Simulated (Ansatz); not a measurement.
Ti₄AlN₃ (P6₃/mmc, No. 194) was calculated with LDA (PAW; Ansatz, an electronic-structure program).

Settings: plane-wave cutoff 520 eV, 24×24×4 k mesh (along the axes of the cell as run), Fermi–Dirac smearing 0.05 eV, no spin polarisation, scalar-relativistic PAW data made under PBE.

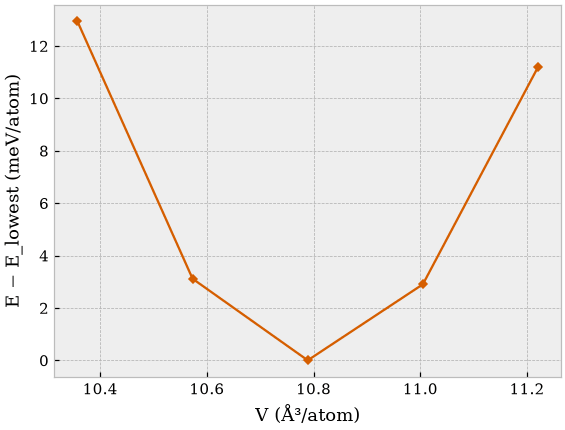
*Total energy against volume*

Question: From the curve, estimate the equilibrium volume and the bulk modulus.

Answer: V0 ≈ 10.8 Å³/atom and B0 ≈ 220 GPa; the fit gives V0 = 10.789 Å³/atom, B0 = 223 GPa, B′ = 4.5.

Shape and atoms are relaxed at each volume.

Measured, for comparison: bulk modulus 216 ± 2 GPa (room temperature, not corrected to a static lattice; as tabulated in High pressure study of Ti4AlN3 to 55 GPa). Computed (rounded) less measured: bulk modulus +3 %. A static lattice is as a rule a little smaller and stiffer than an uncorrected measurement, which narrows the difference in the bulk modulus and would widen misses of the other sign.

Note: the run has no spin polarisation, so it can have missed a magnetic state; the bulk modulus comes from volumes at which shape and atoms were relaxed.

The computed numbers hold no vibrational or temperature effects.

It cost around 2.3 core-hours (rough) of CPU time.
